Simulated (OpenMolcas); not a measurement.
Single-point calculation of GeH2O2 (part 2 of 2)

Continued. System: GeH2O2, SMILES [OH][Ge][OH]. Method: CASSCF/ANO-RCC-VDZP, DKH2 (OpenMolcas 26.06). The geometry comes from this level: PBE0-D4/def2-TZVP.

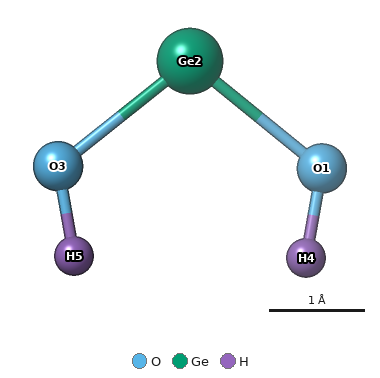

*The input geometry (ball-and-stick view, seen on its broad side; atoms are numbered from 1 in the order of the input). Sticks mark near contacts.*

## Log, continued
```
      Average orbitals are written to the RASORB file
      Natural orbitals for root   1 are written to the RASORB.1 file
      Spin density orbitals for root   1 are written to the SPDORB.1 file

--- Stop Module: rasscf /rc=_RC_ALL_IS_WELL_ ---

>>> COPY step2.RunFile RUNFIL1

>>> COPY step2.RasOrb INPORB

--- Start Module: gateway ---

                                              &GATEWAY

                       available to each process: 1.9 GB of memory, 1 thread

++    Symmetry information:
      ---------------------

                    Character Table for C1

                             E
                    a        1  x, y, xy, Rz, z, xz, Ry, yz, Rx, I
--

++    Basis set information:
      ----------------------

      Basis set label: O.ANO-RCC...3S2P1D.

      Electronic valence basis set:
      ------------------
      Associated Effective Charge   8.000000 au
      Associated Actual Charge      8.000000 au
      Nuclear Model: Point charge

      Shell  nPrim  nBasis  Cartesian Spherical Contaminant
         s      14       3        X
         p       9       2        X
         d       4       1                 X

      Basis set label: GE.ANO-RCC...5S4P2D.

      Electronic valence basis set:
      ------------------
      Associated Effective Charge  32.000000 au
      Associated Actual Charge     32.000000 au
      Nuclear Model: Point charge

      Shell  nPrim  nBasis  Cartesian Spherical Contaminant
         s      20       5        X
         p      17       4        X
         d      11       2                 X

      Basis set label: O.ANO-RCC...3S2P1D.

      Electronic valence basis set:
      ------------------
      Associated Effective Charge   8.000000 au
      Associated Actual Charge      8.000000 au
      Nuclear Model: Point charge

      Shell  nPrim  nBasis  Cartesian Spherical Contaminant
         s      14       3        X
         p       9       2        X
         d       4       1                 X

      Basis set label: H.ANO-RCC...2S1P.

      Electronic valence basis set:
      ------------------
      Associated Effective Charge   1.000000 au
      Associated Actual Charge      1.000000 au
      Nuclear Model: Point charge

      Shell  nPrim  nBasis  Cartesian Spherical Contaminant
         s       8       2        X
         p       4       1        X
--

++    Molecular structure info:
      -------------------------

                    ************************************************
                    **** Cartesian Coordinates / bohr, angstrom ****
                    ************************************************

     Center  Label                x              y              z                     x              y              z
        1      O1              -2.534123      -0.188028      -0.713183             -1.341000      -0.099500      -0.377400
        2      GE2             -0.597909      -1.692817       1.616283             -0.316400      -0.895800       0.855300
        3      O3               2.422440      -0.268908       1.077522              1.281900      -0.142300       0.570200
        4      H4              -1.778043       1.040861      -1.816972             -0.940900       0.550800      -0.961500
        5      H5               2.582122       0.969807      -0.241696              1.366400       0.513200      -0.127900

                    ***************************************
                    *    InterNuclear Distances / bohr    *
                    ***************************************

               1 O1            2 GE2           3 O3            4 H4            5 H5
    1 O1       0.000000
    2 GE2      3.382266        0.000000
    3 O3       5.270738        3.382350        0.000000
    4 H4       1.816638        4.544551        5.266654        0.000000
    5 H5       5.266768        4.544695        1.816659        4.636548        0.000000

                    *******************************************
                    *    InterNuclear Distances / angstrom    *
                    *******************************************

               1 O1            2 GE2           3 O3            4 H4            5 H5
    1 O1       0.000000
    2 GE2      1.789818        0.000000
    3 O3       2.789154        1.789862        0.000000
    4 H4       0.961324        2.404873        2.786993        0.000000
    5 H5       2.787053        2.404949        0.961335        2.453556        0.000000
--

            Nuclear Potential Energy            189.66208357 au

--- Stop Module: gateway /rc=_RC_ALL_IS_WELL_ ---

--- Start Module: seward ---

                                              &SEWARD

                       available to each process: 1.9 GB of memory, 1 thread

               SEWARD will generate:
                  Multipole Moment integrals up to order  2
                  Kinetic Energy integrals
                  Nuclear Attraction integrals (point charge)
                  One-Electron Hamiltonian integrals
                  Velocity integrals
                  Relativistic Douglas-Kroll-Hess integrals:
                    - Parametrization         : EXP
                    - DKH order of Hamiltonian: 2
                    - DKH order of Properties : 0
                         - multipole moment operators
                         - electric potential operators
                         - contact operators
                  Orbital angular momentum around ( -0.4186  -1.2084   1.1418 )
                  Velocity quadrupole around ( -0.4186  -1.2084   1.1418 )
                  Atomic mean-field integrals
                  Two-Electron Repulsion integrals

                   Integrals are discarded if absolute value <: 1.00E-14
                   Integral cutoff threshold is set to       <: 1.00E-16

            Nuclear Potential Energy            189.66208357 au

      Basis set specifications :
      Symmetry species         a
      Basis functions           65

--- Stop Module: seward /rc=_RC_ALL_IS_WELL_ ---
--- Module seward spent 5 seconds ---

>>> COPY step2.RunFile RUNFIL2

--- Start Module: expbas ---

                                              &EXPBAS

                       available to each process: 1.9 GB of memory, 1 thread

 Header on input orbitals file:
* RASSCF average (pseudo-natural) orbitals

 Information from input runfile
           Number of symmetries    1
      Number of basis functions   30

 Information from expanded basis set runfile
           Number of symmetries    1
      Number of basis functions   65
 New orbitals have been built in file EXPORB
--- Stop Module: expbas /rc=_RC_ALL_IS_WELL_ ---

--- Start Module: rasscf ---

                                              &RASSCF

                       available to each process: 1.9 GB of memory, 1 thread

      Header of the ONEINT file:
      --------------------------

      OrdInt status: non-squared

      Cartesian coordinates in angstrom:
      -----------------------------------------------------
      No.  Label        X            Y            Z
      -----------------------------------------------------
       1   O1        -1.34100000  -0.09950000  -0.37740000
       2   GE2       -0.31640000  -0.89580000   0.85530000
       3   O3         1.28190000  -0.14230000   0.57020000
       4   H4        -0.94090000   0.55080000  -0.96150000
       5   H5         1.36640000   0.51320000  -0.12790000
      -----------------------------------------------------
      Nuclear repulsion energy =  189.66208357

++    Wave function specifications:
      -----------------------------

      Number of closed shell electrons          48
      Number of electrons in active shells       2
      Max number of holes in RAS1 space          0
      Max nr of electrons in RAS3 space          0
      Number of inactive orbitals               24
      Number of active orbitals                  2
      Number of secondary orbitals              39
      Spin quantum number                      0.0
      State symmetry                             1
--

++    Orbital specifications:
      -----------------------

      Symmetry species                           1
                                                 a
      Frozen orbitals                            0
      Inactive orbitals                         24
      Active orbitals                            2
      RAS1 orbitals                              0
      RAS2 orbitals                              2
      RAS3 orbitals                              0
      Secondary orbitals                        39
      Deleted orbitals                           0
      Number of basis functions                 65
--

++    CI expansion specifications:
      ----------------------------

      Number of CSFs                             3
      Number of spin combinations                3
      Number of determinants                     4
      Number of root(s) required                 1
      Root chosen for geometry opt.              1
      CI root used                               1

      highest root included in the CI            1
      max. size of the explicit Hamiltonian      3
--

++    Optimization specifications:
      ----------------------------

      RASSCF algorithm: Conventional
      Maximum number of macro iterations       200
      Maximum number of SX iterations          100
      Threshold for RASSCF energy            1.000E-08
      Threshold for max MO rotation          1.000E-01
      Threshold for max BLB element          1.000E-04
      Level shift parameter                  5.000E-01
      Make Quasi-Newton update
--

      The MO-coefficients are taken from the file:
      step2.ExpOrb
      Title:Basis set expanded orbital file EXPORB

      Total molecular charge    0.00

      ************************************************************************************************************************
      *                                            Wave function control section                                             *
      ************************************************************************************************************************

                                         RASSCF iterations: Energy and convergence statistics
                                         ----------------------------------------------------

          iter iter root      energy       change     param      element    value   shift minimum  type update hh:mm:ss
 Nr of preliminary CI iterations:   1
      Total energies have been shifted. Add                -2000.00 au
        1   1   14    1  -247.93909923    0.00E+00  -5.39E-02   25  31 1 -1.43E-01*  0.03   0.00    SX    NO    0:00:00
        2   1   18    1  -248.12060854   -1.82E-01*  4.38E-02   19  30 1 -7.81E-02*  0.02   0.00    SX    NO    0:00:00
        3   1   16    1  -248.13506676   -1.45E-02*  2.39E-02   22  33 1 -2.93E-02*  0.02   0.00    SX    NO    0:00:00
        4   1   14    1  -248.13873072   -3.66E-03*  1.55E-02   19  30 1 -2.35E-02*  0.02   0.00    SX    NO    0:00:00
        5   1   15    1  -248.13918524   -4.55E-04* -9.59E-03   18  31 1 -1.29E-02*  0.02   0.58    SX   YES    0:00:00
        6   1   15    1  -248.13963855   -4.53E-04* -7.27E-03   19  30 1 -8.55E-03*  0.02   0.67    QN   YES    0:00:00
        7   1   13    1  -248.13983136   -1.93E-04* -9.15E-03   18  26 1  1.31E-03*  0.02   1.08    QN   YES    0:00:00
        8   1   13    1  -248.13986023   -2.89E-05* -1.59E-02   19  30 1  1.08E-03*  0.02   1.54    QN   YES    0:00:00
        9   1   13    1  -248.13988440   -2.42E-05* -6.81E-03   25  34 1 -9.74E-04*  0.02   1.13    QN   YES    0:00:00
       10   1   12    1  -248.13989222   -7.82E-06* -4.81E-03   19  30 1  5.82E-04*  0.02   1.72    LS   YES    0:00:00
       11   1   12    1  -248.13989407   -1.85E-06*  1.56E-03   19  30 1  4.17E-04*  0.02   1.11    QN   YES    0:00:00
       12   1   11    1  -248.13989548   -1.41E-06*  1.09E-03   21  27 1  1.30E-04*  0.02   1.47    QN   YES    0:00:00
       13   1   10    1  -248.13989589   -4.13E-07*  9.07E-04   19  30 1 -8.03E-05   0.02   1.31    QN   YES    0:00:00
       14   1   10    1  -248.13989604   -1.47E-07* -8.61E-04   19  30 1 -7.72E-05   0.02   1.48    QN   YES    0:00:00
       15   1    9    1  -248.13989612   -7.99E-08* -2.66E-04   21  27 1 -4.55E-05   0.02   1.17    QN   YES    0:00:00
       16   1    7    1  -248.13989614   -2.09E-08* -1.73E-04   18  26 1 -2.29E-05   0.02   1.35    QN   YES    0:00:00
       17   1    7    1  -248.13989614   -6.01E-09  -4.76E-05   19  30 1  1.02E-05   0.02   1.21    QN   YES    0:00:00
      Convergence after 17 iterations
       18   1    7    1  -248.13989615   -7.77E-10  -4.76E-05   19  30 1  2.66E-06   0.02   1.21    QN   YES    0:00:00

      ************************************************************************************************************************
                                                      Wave function printout:
                       occupation of active orbitals, and spin coupling of open shells (u,d: Spin up or down)
      ************************************************************************************************************************

      Note: transformation to natural orbitals
      has been made, which may change the order of the CSFs.

      printout of CI-coefficients larger than  0.05 for root  1
      energy=   -2248.139896
      conf/sym  11     Coeff  Weight
             1  20   0.99517 0.99036
             3  02  -0.09818 0.00964

      Natural orbitals and occupation numbers for root  1
      sym 1:   1.980722   0.019278

      ************************************************************************************************************************
      *                                                    Final results                                                     *
      ************************************************************************************************************************

++    Final optimization conditions:
      ------------------------------

      Average CI energy                           -2248.13989615
      RASSCF energy for state  1                  -2248.13989615
      Super-CI energy                                -0.00000000
      RASSCF energy change                           -0.00000000
      Max change in MO coefficients              -1.355E-04
      Max non-diagonal density matrix element    -4.756E-05
      Maximum BLB matrix element                  2.664E-06
      (orbital pair  19,  30 in symmetry   1)
      Norm of electronic gradient            1.002E-05
--

      Final state energy(ies):
      ------------------------

::    RASSCF root number  1 Total energy:  -2248.13989615
      Von Neumann Entropy (Root   1) =  0.07839

      Mulliken population analysis for root number:  1
      -----------------------------------------------

++    Molecular charges:
      ------------------

      Mulliken charges per centre
      ---------------------------

                O1      GE2     O3      H4      H5
      Total    8.7193 30.7377  8.7384  0.9123  0.8923

      N-E     -0.7193  1.2623 -0.7384  0.0877  0.1077

      Total electronic charge=   50.000000

      Total            charge=   -0.000000
--

      Expectation values of various properties for root number:  1
      -----------------------------------------------------------

++    Molecular properties:
      ---------------------

      Charge (e):
                      =   -0.0000
      Dipole Moment (debye):
      Origin of the operator (angstrom)=   -0.2215   -0.6395    0.6042
                   X=  2.8058E-01               Y=  7.2980E-01               Z= -7.1825E-01           Total=  1.0617E+00
      Quadrupole Moment (debye*angstrom):
      Origin of the operator (angstrom)=   -0.2215   -0.6395    0.6042
                  XX= -3.6718E+01              XY=  8.2959E-01              XZ= -4.1263E+00              YY= -2.5737E+01
                  YZ= -1.5437E+00              ZZ= -2.7080E+01
      In traceless form (debye*angstrom)
                  XX= -1.0310E+01              XY=  1.2444E+00              XZ= -6.1894E+00              YY=  6.1622E+00
                  YZ= -2.3156E+00              ZZ=  4.1477E+00
--

      LoProp population analysis for root number:  1
      -----------------------------------------------

++    LoProp analysis:
      ----------------

++    Static properties:
      ------------------

      LoProp Charges per center

                   O1       GE2      O3       H4       H5
      Nuclear      8.0000  32.0000   8.0000   1.0000   1.0000
      Electronic  -8.7646 -31.0778  -8.7785  -0.6976  -0.6815

      Total       -0.7646   0.9222  -0.7785   0.3024   0.3185
--

      Natural Bond Order analysis for root number:  1

++    Natural Bond Order analysis
      ---------------------------
      Based on LoProp computed density
      -------------------------------------------------------------------------------------
      Atom A       Atom B       Bond Order
      -------------------------------------------------------------------------------------
      NBO located      0.999 non-bonded electrons on atom O1
      NBO located      0.915 non-bonded electrons on atom O1
      NBO located      0.989 non-bonded electrons on atom GE2
      NBO located      0.997 non-bonded electrons on atom GE2
      NBO located      0.998 non-bonded electrons on atom GE2
      NBO located      0.998 non-bonded electrons on atom GE2
      NBO located      1.000 non-bonded electrons on atom GE2
      NBO located      0.999 non-bonded electrons on atom GE2
      NBO located      0.999 non-bonded electrons on atom GE2
      NBO located      0.999 non-bonded electrons on atom GE2
      NBO located      0.999 non-bonded electrons on atom GE2
      NBO located      0.999 non-bonded electrons on atom GE2
      NBO located      1.000 non-bonded electrons on atom GE2
      NBO located      1.000 non-bonded electrons on atom GE2
      NBO located      1.000 non-bonded electrons on atom GE2
      NBO located      1.000 non-bonded electrons on atom GE2
      NBO located      0.999 non-bonded electrons on atom O3
      The remaining    8.840 electrons are to be considered as diffuse
--

--

      Average orbitals are written to the RASORB file
      Natural orbitals for root   1 are written to the RASORB.1 file
      Spin density orbitals for root   1 are written to the SPDORB.1 file

--- Stop Module: rasscf /rc=_RC_ALL_IS_WELL_ ---
--- Module rasscf spent 2 seconds ---

.##################.
.# Happy landing! #.
.##################.

    Timing: Wall=12.77 User=10.81 System=1.87
```

The run was set up as follows.

## Input
```
>>> EXPORT MOLCAS_PRINT=2
&GATEWAY
Coord=input.xyz
Basis=ANO-RCC-MB
Group=NoSym
&SEWARD
&RASSCF
FileOrb=$CurrDir/step1.LocOrb
Alter=2
1 17 25
1 26 30
Spin=1
Nactel=2 0 0
Inactive=24
Ras2=2
OrbListing=Nothing
>>> COPY $Project.RunFile RUNFIL1
>>> COPY $Project.RasOrb INPORB
&GATEWAY
Coord=input.xyz
Basis=ANO-RCC-VDZP
Group=NoSym
&SEWARD
>>> COPY $Project.RunFile RUNFIL2
&EXPBAS
&RASSCF
FileOrb=$Project.ExpOrb
Spin=1
Nactel=2 0 0
Inactive=24
Ras2=2
OrbListing=Nothing
```

## File input.xyz
```
5

O     -1.341000    -0.099500    -0.377400
Ge    -0.316400    -0.895800     0.855300
O      1.281900    -0.142300     0.570200
H     -0.940900     0.550800    -0.961500
H      1.366400     0.513200    -0.127900
```

Command:
```bash
export MOLCAS_MEM=1860
pymolcas step2.input > step2.log
```

## Key numbers

- outcome: converged
- total energy: −2248.139896 hartree
- CASSCF energy: −2248.139896 hartree
- basis functions: 65
- hardware: 1 thread of Arm Neoverse V1, 24 GiB of memory available, shared host
- wall time: 13 s
- peak memory: 0.41 GiB
